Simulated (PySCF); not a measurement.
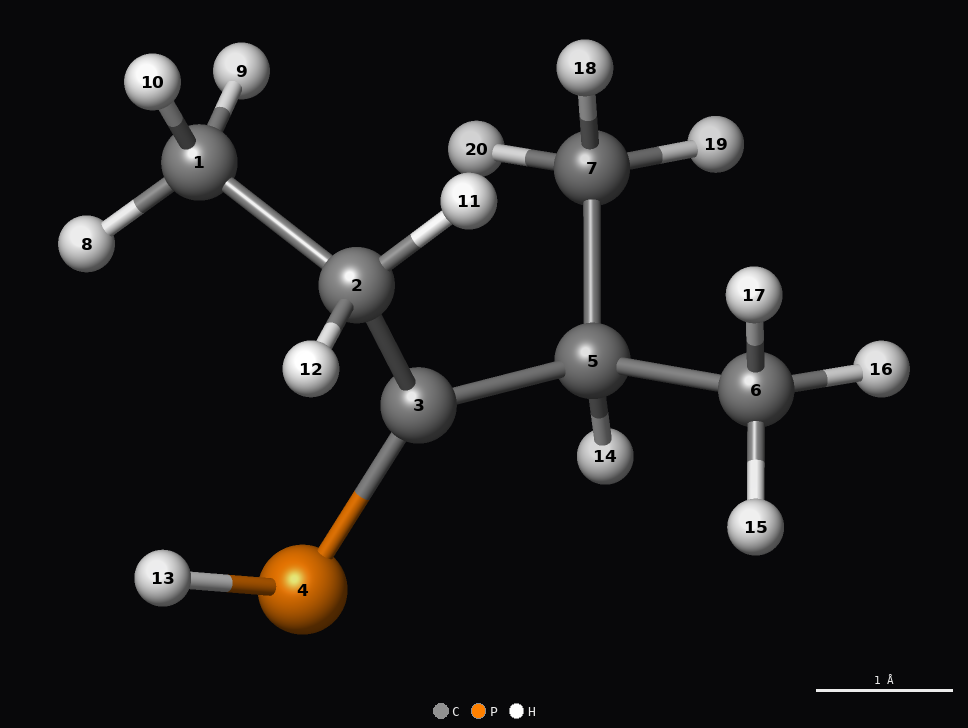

Atoms carry their numbers in the input. Computed geometry: GFN2-xTB optimisation. No frequency run is at hand to confirm it as a minimum.

List the bonds and their lengths. Leave out bonds to hydrogen.

```
 bond  length (Å)   order
C1–C2       1.531  single
C2–C3       1.501  single
C3–P4       1.683  double
C3–C5       1.506  single
C5–C6       1.532  single
C5–C7       1.529  single
```
